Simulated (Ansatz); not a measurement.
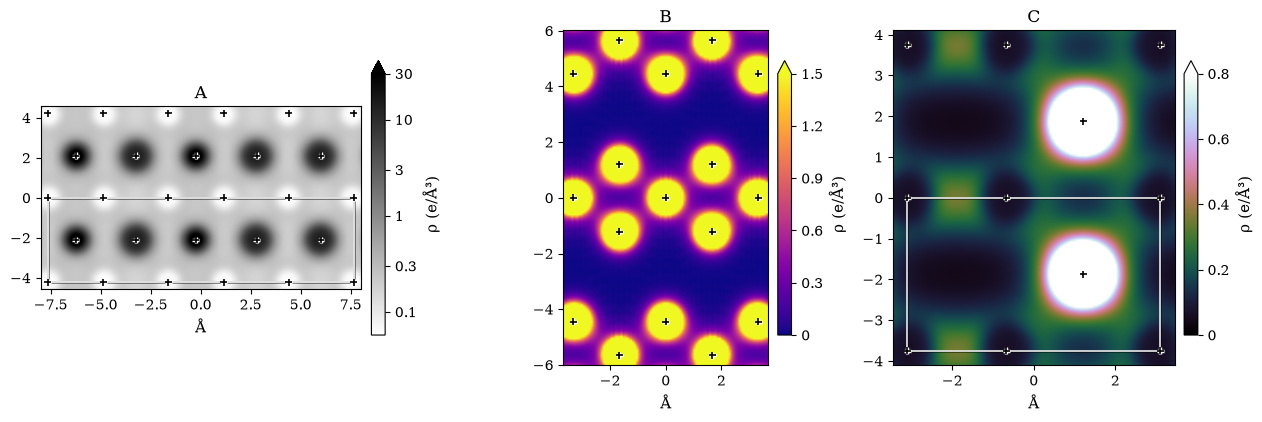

The valence electron density of 3 systems, each on a plane through atoms (crosses mark nuclei in the plane).

Computed with DFT PBE, scalar-relativistic, plane waves, PAW (Ansatz).

System 1: Al$_{5}$Ni$_{2}$Pd$_{3}$, the (110) plane of the conventional cell. Space group P4/mmm; a structure generated by program, which may or may not match a known phase; computed without spin polarisation.

```xyz
10
Lattice="2.9813 0.0000 0.0000 0.0000 2.9813 0.0000 0.0000 0.0000 15.2869" Properties=species:S:1:pos:R:3 pbc="T T T"
Al    0.0000    0.0000   10.8827
Al    0.0000    0.0000   13.6691
Al    0.0000    0.0000    1.6178
Al    0.0000    0.0000    4.4042
Al    0.0000    0.0000    7.6434
Ni    1.4906    1.4906   12.2832
Ni    1.4906    1.4906    3.0037
Pd    1.4906    1.4906    0.0000
Pd    1.4906    1.4906    6.0328
Pd    1.4906    1.4906    9.2541
```

System 2: ScAl$_{4}$As, the (100) plane of the conventional cell. Space group P4/mmm; a structure generated by program, which may or may not match a known phase; spin-polarised.

```yaml
crystal:
  lattice:
    - [6.20182, 0.00000, 0.00000]
    - [0.00000, 6.20182, 0.00000]
    - [0.00000, 0.00000, 3.75341]
  atoms:
    - { symbol: Sc, position: [0.00000, 0.00000, 0.50000] }
    - { symbol: Al, position: [0.80418, 0.50000, 0.50000] }
    - { symbol: Al, position: [0.19582, 0.50000, 0.50000] }
    - { symbol: Al, position: [0.50000, 0.80418, 0.50000] }
    - { symbol: Al, position: [0.50000, 0.19582, 0.50000] }
    - { symbol: As, position: [0.50000, 0.50000, 0.00000] }
```

System 3: GeF$_{5}$, the (001) plane of the conventional cell. Space group Cmmm; a structure generated by program, which may or may not match a known phase; computed without spin polarisation.

**Which map belongs to which system?**

Panel A is system 1, Al$_{5}$Ni$_{2}$Pd$_{3}$: the plane holds Al, Ni and Pd. Al–Ni (2.52 Å): ρ is about 0.29 e/Å³ halfway. Panel B is system 3, GeF$_{5}$: the plane holds Ge and F. Ge–F (2.06 Å): the density is about 0.51 e/Å³ at the midpoint. Panel C is system 2, ScAl$_{4}$As: the plane holds Al and As. Al–Al (2.43 Å): ρ is about 0.35 e/Å³ halfway.
